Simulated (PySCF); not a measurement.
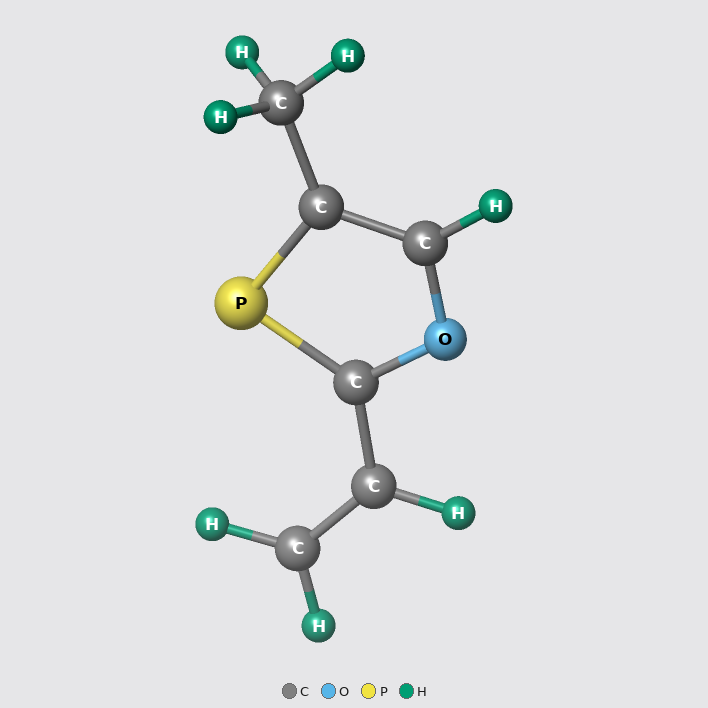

Ball-and-stick drawing of a structure. Every bond is drawn as one stick, whatever its order.

The computed structure is the end point of a PBE0-D3(BJ)/def2-SVP optimisation. No frequency run is at hand to confirm it as a minimum.

> Give the formula.

C₆H₇OP, 15 atoms: 6 carbon, 7 hydrogen, 1 oxygen and 1 phosphorus.

> Does it have rings?

Independent rings (smallest set): 1 of 5 members, 1 of them aromatic.

> Count the bonded pairs by element.

7 C–H, 4 C–C, 2 C–O, 2 C–P.

> What is its SMILES?

C=Cc1occ(C)p1

> Name some functional groups or characteristic bonds that it holds.

Among them: alkene.

The parts below concern this one geometry. Atoms keep their numbers from picture to picture.

### Geometry

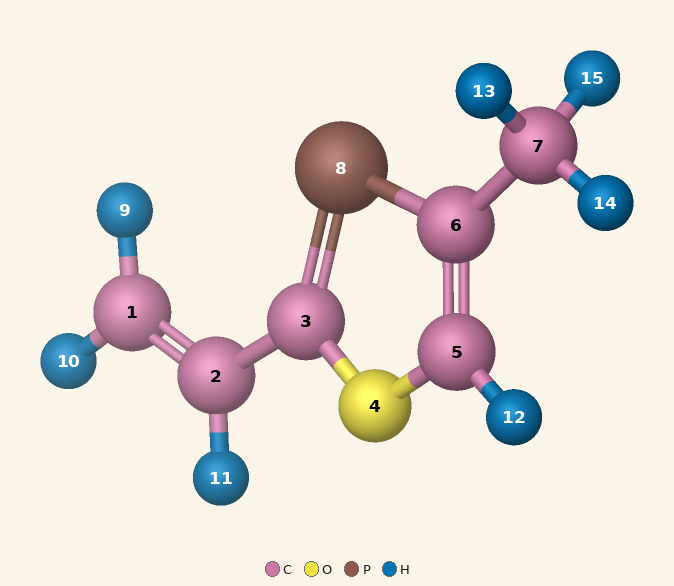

Atoms carry their numbers in the input. No frequency run is at hand to confirm it as a minimum.

> Describe the coordination of atom 4.

O4 has 2 neighbours (C3 at 1.35, C5 at 1.34 Å); the arrangement is bent.

> What is the geometry at C3?

C3 has 3 neighbours (C2 at 1.45, O4 at 1.35, P8 at 1.73 Å); the arrangement is trigonal planar.

> How are the neighbours of atom 2 arranged?

C2 has 3 neighbours (C1 at 1.34, C3 at 1.45, H11 at 1.10 Å); the arrangement is trigonal planar.

> Describe the coordination of atom 6.

C6 has 3 neighbours (C5 at 1.36, C7 at 1.50, P8 at 1.79 Å); the arrangement is trigonal planar.

> What is the dihedral angle P8–C3–O4–C5?

0° in size, that is syn (eclipsed).

### Charges

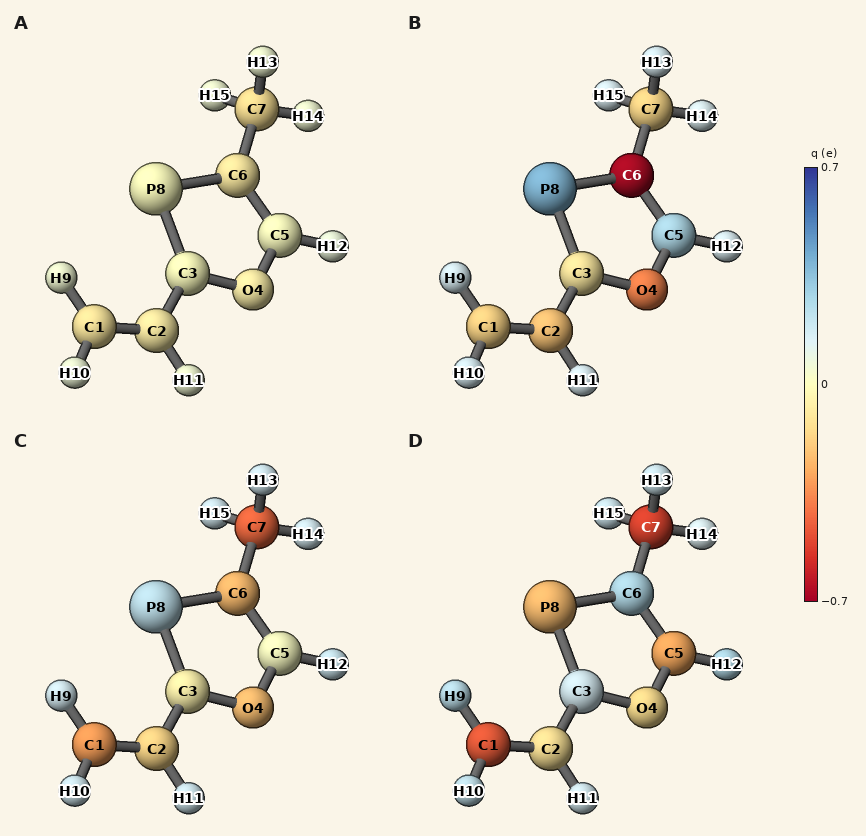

Atomic charges of one calculation by 4 schemes, on one colour scale. No frequency run is at hand to confirm it as a minimum. Computed with PBE0/pcSseg-1 in acetonitrile (IEF-PCM) (PySCF 2.14.0).

> The schemes are ESP-fitted, Hirshfeld, IAO, Mulliken. Which panel shows which?

A Hirshfeld, B Mulliken, C IAO, D ESP-fitted.

List the charges (e), one line for each set of equivalent atoms. Atoms whose distances differ by more than 0.02 Å in this geometry are listed apart.

```tsv
atom	Hirshfeld	Mulliken	IAO	ESP-fitted
C1	−0.09	−0.16	−0.30	−0.45
C2	−0.07	−0.21	−0.16	−0.11
C3	0.00	−0.08	−0.05	0.16
O4	−0.06	−0.36	−0.22	−0.13
C5	0.01	0.26	0.01	−0.27
C6	−0.08	−0.66	−0.23	0.25
C7	−0.12	−0.15	−0.42	−0.50
P8	0.00	0.37	0.21	−0.23
H9	0.05	0.15	0.16	0.22
H10	0.06	0.15	0.17	0.21
H11	0.05	0.14	0.17	0.15
H12	0.08	0.14	0.18	0.25
H13	0.05	0.14	0.16	0.17
H14	0.05	0.13	0.16	0.13
H15	0.05	0.14	0.16	0.17
```

### Polarisability

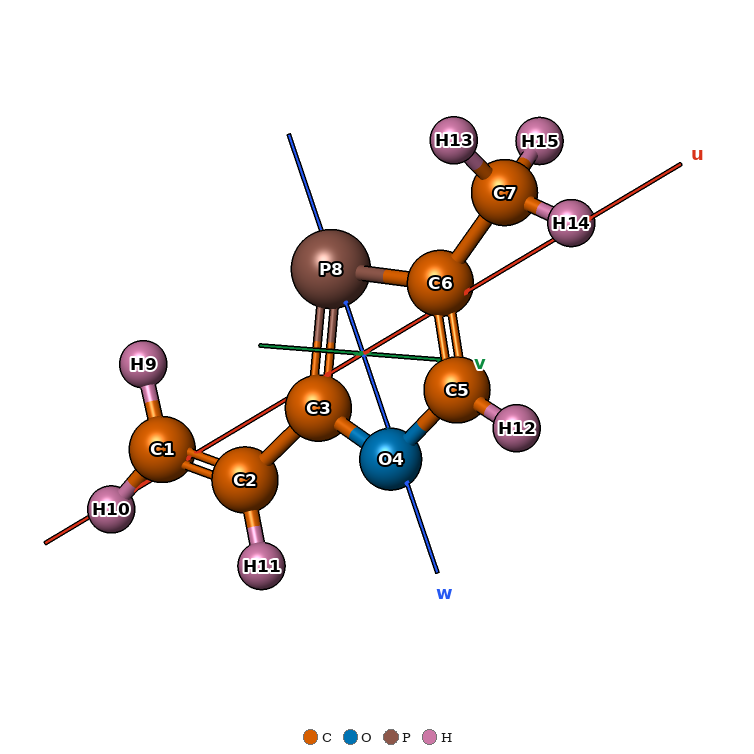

The lines u, v and w are the principal axes of the static dipole polarisability. No frequency run is at hand to confirm it as a minimum. Computed with CAM-B3LYP/def2-SVPD in acetonitrile (IEF-PCM) (PySCF 2.14.0).

> Along which axis is the molecule most polarisable, and along which least?

Most along u (close to the long direction C1···C7), least along v.

> Give the three principal values.

u 207.7, v 91.6, w 146.6 bohr³; mean 148.6, anisotropy 100.5 bohr³.

### Ring current

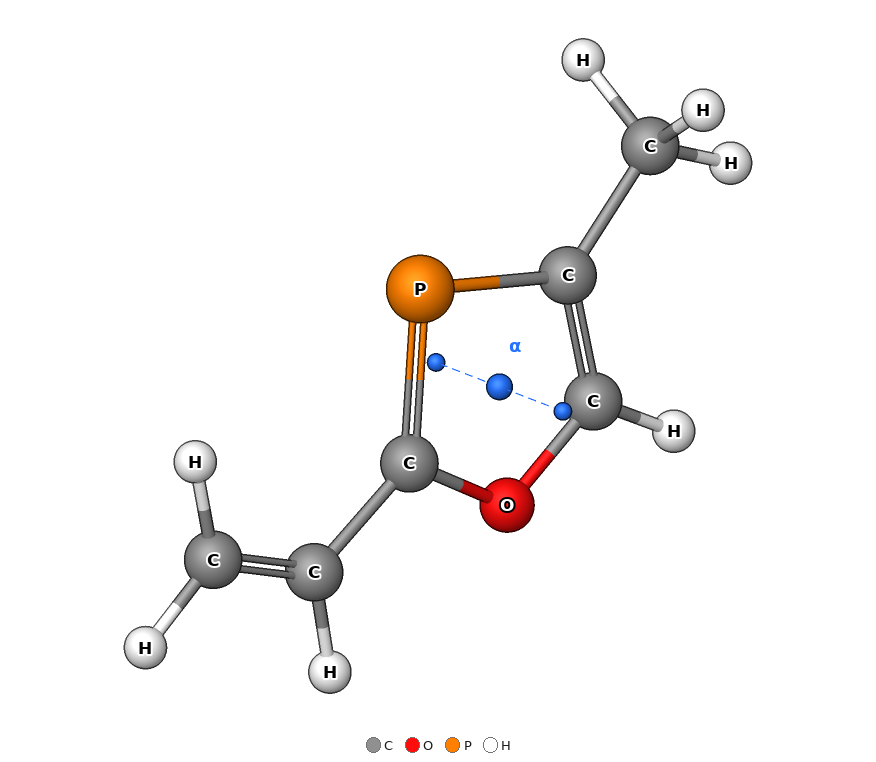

The small points mark where nucleus-independent chemical shifts (NICS) were computed: at the centre of each lettered ring and 1 Å above and below it. No frequency run is at hand to confirm it as a minimum. Method: GIAO KT3/pcSseg-1 NMR shielding, non-relativistic, gas phase (PySCF 2.14.0).

Give NICS(0), NICS(1) and the out-of-plane component NICS(1)zz for each ring (means of the two sides).

| ring | members | NICS(0) | NICS(1) | NICS(1)zz |
| --- | --- | --- | --- | --- |
| α | C3OP | −10.6 | −9.7 | −21.8 |

Values in ppm.

> What do the values say about the ring currents?

Ring α: diatropic, as in an aromatic ring. NICS is one index among several.

Mulliken values depend strongly on the basis set and can even reverse the polarity of a bond.
